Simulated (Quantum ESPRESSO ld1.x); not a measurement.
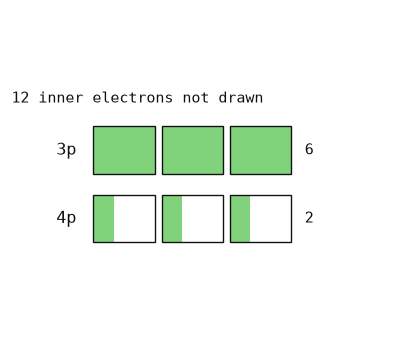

Figure 1. The outer shells as the input fills them: a box for each of the 2l + 1 orbitals, shaded by the share of the shell that is filled, with the electron count at the right.

# Atomic calculation for Ca

The neutral calcium atom in the configuration [Ar] 4p2 (high spin). Computed at this level: scalar-relativistic Kohn-Sham, LDA (Slater exchange, Perdew-Zunger correlation), spin-polarised, spherical densities, point nucleus (Quantum ESPRESSO ld1.x 7.5).

**Results in brief**

- outcome: converged
- total energy: −678.517458 hartree
- kinetic energy: 682.709374 hartree
- electron–nucleus energy: −1611.5716 hartree
- Hartree energy: 284.596001 hartree
- exchange–correlation energy: −34.251266 hartree
- radius at density 0.001 e/bohr³: 5.43 bohr
- SCF iterations: 22
- hardware: 1 CPU thread, shared host
- wall time: 0.63 s

**The input**
```
 &input
    atom='Ca',
    iswitch=1,
    rel=1,
    lsd=1,
    dft='PZ',
    config='[Ar] 4p2',
    verbosity='high',
    prefix='ld1',
    max_out_wfc=37,
    file_charge='ld1.rho',
 /
```

**Log**
```
     Program LD1 v.7.5 starts

     --------------------------- All-electron run ----------------------------

     scalar relativistic calculation

     atomic number is 20.00
     dft =PZ   lsd =1 sic =0 latt =0  beta=0.20 tr2=1.0E-14
     Exchange-correlation= PZ
                           (   1   1   0   0   0   0   0)
     mesh =1951 r(mesh) =  99.90979 a.u. xmin = -8.00 dx = 0.00800
     1 Ry =  13.60569312 eV, c = 137.03599908

     n l     nl                  e(Ry)          e(Ha)          e(eV)
     1 0     1S 1( 1.00)    -289.619854157    -144.809927079  -3940.4788580
     2 0     2S 1( 1.00)     -30.545388193     -15.272694097   -415.5911781
     2 1     2P 1( 3.00)     -24.772950110     -12.386475055   -337.0531569
     3 0     3S 1( 1.00)      -3.621860881      -1.810930441    -49.2779277
     3 1     3P 1( 3.00)      -2.234378617      -1.117189308    -30.4002698
     4 1     4P 1( 2.00)      -0.197306822      -0.098653411     -2.6844961
     1 0     1S 2( 1.00)    -289.617286590    -144.808643295  -3940.4439245
     2 0     2S 2( 1.00)     -30.542850006     -15.271425003   -415.5566443
     2 1     2P 2( 3.00)     -24.769803444     -12.384901722   -337.0103444
     3 0     3S 2( 1.00)      -3.615112031      -1.807556016    -49.1861049
     3 1     3P 2( 3.00)      -2.226225781      -1.113112890    -30.2893448
     4 1     4P 2( 0.00)      -0.109947055      -0.054973527     -1.4959059

     final scf error:  7.3E-15 reached in  22 iterations

     Etot =   -1357.034916 Ry,    -678.517458 Ha,  -18463.400618 eV
     Total magnetization:    2.00 Bohr mag.

     Ekin =    1365.418748 Ry,     682.709374 Ha,   18577.468470 eV
     Encl =   -3223.143134 Ry,   -1611.571567 Ha,  -43853.096371 eV
     Eh   =     569.192003 Ry,     284.596002 Ha,    7744.251725 eV
     Exc  =     -68.502533 Ry,     -34.251267 Ha,    -932.024443 eV

     normalization and overlap integrals

     s(1S/1S) =  1.000000  <r> =   0.0770  <r2> =    0.0080  r(max) =   0.0504
     s(1S/2S) = -0.001760
     s(1S/3S) = -0.000619
     s(2S/2S) =  1.000000  <r> =   0.3655  <r2> =    0.1583  r(max) =   0.3001
     s(2S/3S) = -0.000336
     s(2P/2P) =  1.000000  <r> =   0.3284  <r2> =    0.1335  r(max) =   0.2457
     s(2P/3P) = -0.000259
     s(2P/4P) = -0.000063
     s(3S/3S) =  1.000000  <r> =   1.1569  <r2> =    1.5466  r(max) =   0.9963
     s(3P/3P) =  1.000000  <r> =   1.2696  <r2> =    1.9042  r(max) =   1.0453
     s(3P/4P) = -0.000035
     s(4P/4P) =  1.000000  <r> =   4.8367  <r2> =   26.8144  r(max) =   4.1053
     s(1S/1S) =  1.000000  <r> =   0.0770  <r2> =    0.0080  r(max) =   0.0504
     s(1S/2S) = -0.001760
     s(1S/3S) = -0.000619
     s(2S/2S) =  1.000000  <r> =   0.3655  <r2> =    0.1583  r(max) =   0.3001
     s(2S/3S) = -0.000336
     s(2P/2P) =  1.000000  <r> =   0.3284  <r2> =    0.1335  r(max) =   0.2457
     s(2P/3P) = -0.000259
     s(2P/4P) = -0.000059
     s(3S/3S) =  1.000000  <r> =   1.1561  <r2> =    1.5437  r(max) =   0.9963
     s(3P/3P) =  1.000000  <r> =   1.2660  <r2> =    1.8901  r(max) =   1.0453
     s(3P/4P) = -0.000033
     s(4P/4P) =  1.000000  <r> =   5.3150  <r2> =   33.3187  r(max) =   4.1715

     ------------------------ End of All-electron run ------------------------
```

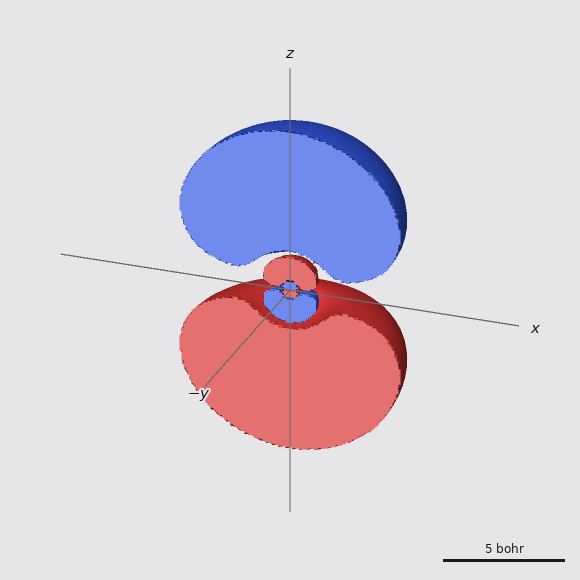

Figure 2. One occupied orbital of up spin is shown. The surface of constant |ψ| that holds about 80 % of the electron is drawn, blue where ψ is positive and red where it is negative, with the half in front of the xz plane cut away and the cut face painted. The radial function comes from the spherical calculation and is multiplied by a real spherical harmonic; the overall sign is chosen so that the largest lobe of P(r) is positive; at the scalar-relativistic level it is the large component. It is 4p(z) of up spin. It has the nodal plane xy and 2 radial nodes, at r = 0.410 and 1.61 bohr. The outermost maximum of P² lies at 4.11 bohr, ⟨r⟩ = 4.84 bohr, 90 % of the charge lies within 7.24 bohr, and the eigenvalue is −2.68 eV, with 2 electrons in the shell for this spin.

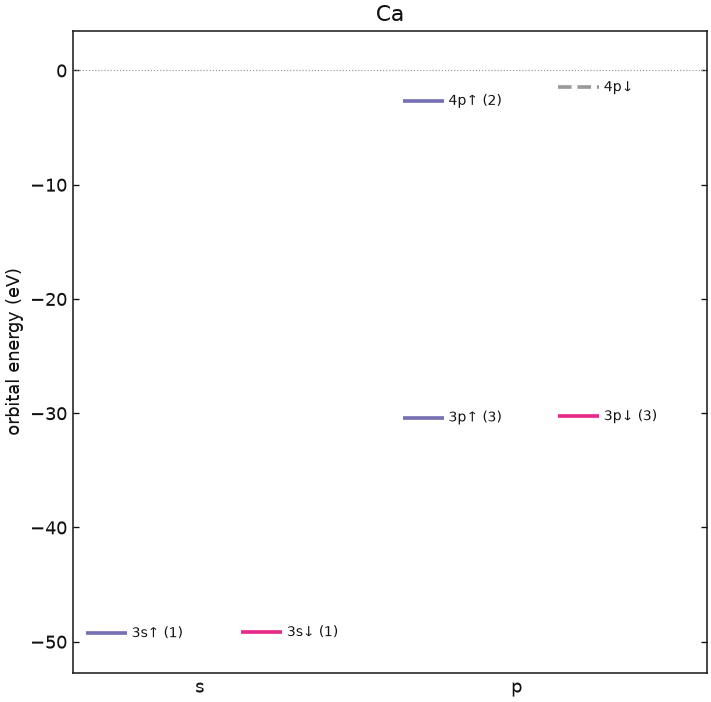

Figure 3. The outer levels are drawn (occupations in brackets, up spins at the left of each column and down spins at the right, empty levels dashed). The highest occupied level is 4p up at −2.68 eV. From the top down the occupied levels run 4p up (−2.68 eV), 3p down (−30.3 eV), 3p up (−30.4 eV), 3s down (−49.2 eV), 3s up (−49.3 eV). The lowest empty level drawn is 4p down at −1.50 eV. The largest exchange splitting (down less up) among the shells drawn in both spins is that of 4p, 1.19 eV.
